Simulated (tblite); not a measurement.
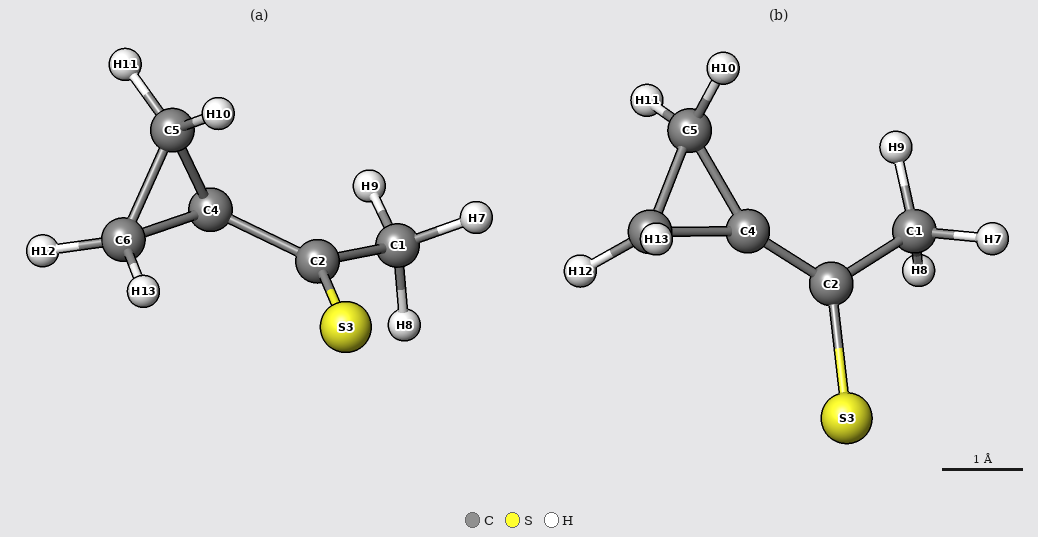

The structure of C$_{5}$H$_{7}$S (multiplicity 2) before (left) and after (right) a relaxation, at one scale.

Style: ball-and-stick. Shown from a free direction.

Method: GFN2-xTB geometry optimisation, gas phase in tblite 0.8.0. 

> Summarise the run.

Over 96 geometry steps the energy falls by 58.8 kcal/mol. The atom that moves furthest after the best rigid fit is S3 (1.45 Å). By element the largest moves are S 1.45 Å, H 0.91 Å, C 0.65 Å. Some distances before and after: C2–S3 1.434 → 1.726 Å, C2–C4 1.494 → 1.333 Å, C4–C6 1.516 → 1.459 Å, C1–H9 1.130 → 1.087 Å. Among the angles between lasting bonds that change: C2–C4–C6 118.9° → 149.1°, C2–C4–C5 121.4° → 148.3°, C4–C5–H11 112.8° → 118.6°. Cost: 0.44 s on 1 thread of Arm Neoverse V2 (shared host).
